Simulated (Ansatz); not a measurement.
# BH3SSi (SMILES B1[SiH2]S1): what the fields show

```xyz
6

B     0.3885   -0.1144    0.8211
S     1.3522   -1.0943   -0.2855
Si   -0.5749   -0.2729   -0.8468
H    -1.6128   -1.2974   -1.1070
H    -0.5079    0.7272   -1.9376
H     0.5558    0.2513    1.9349
```

Geometry: PBE0-D4/def2-TZVP.

Theory: isolated molecule in a Gaussian basis; Kohn-Sham density functional theory, functional PBE0 (Ansatz).

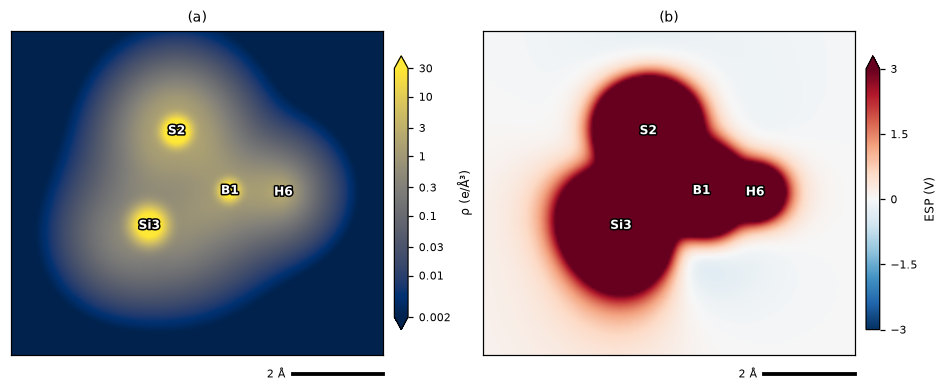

Figure 1. (a) total electron density; (b) molecular electrostatic potential on the plane of atoms Si3, B1 and H6.

Question: Interpret the plot.

Answer:
- The section cuts through B, S, Si and H sites.
- B–S (1.76 Å): the density is about 1.3 e/Å³ at the midpoint.
- Si–B (1.93 Å): the density is about 0.79 e/Å³ at the midpoint.
- Si–S (2.17 Å): ρ is about 0.73 e/Å³ halfway.
- B–H (1.18 Å): ρ is about 1.3 e/Å³ halfway.
- Outside the dense part of the molecule the potential is most negative (−0.3 V) near H6.

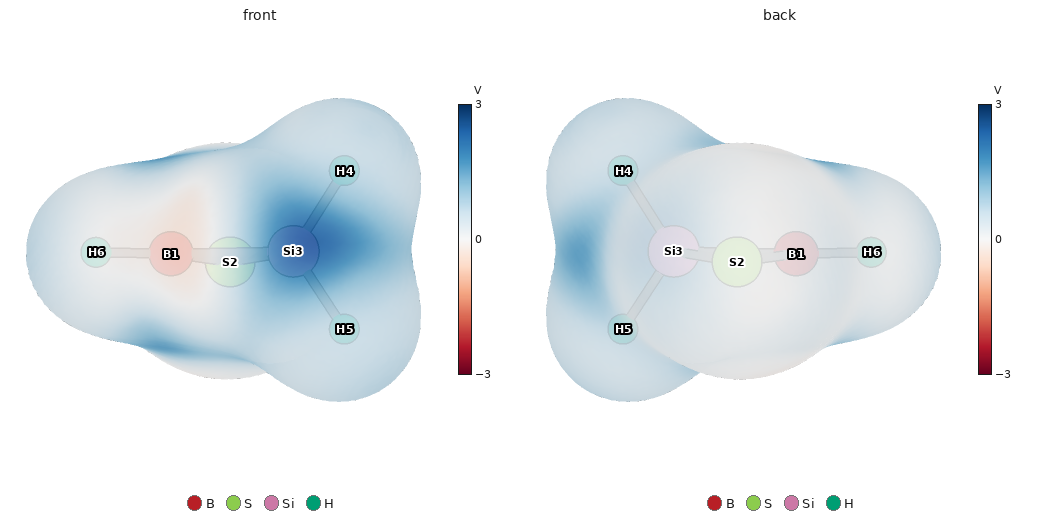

Figure 2. The molecular electrostatic potential painted on the density surface at 0.004 e/bohr³, seen from the front and from behind; red is negative and blue positive.

Question: Describe the electrostatic potential map.

Answer: The most negative region (about −0.3 V) lies over H6, the most positive (about +2.3 V) over Si3.

Question: What dipole moment does the calculation give?

Answer: Its dipole moment is 0.88 D.
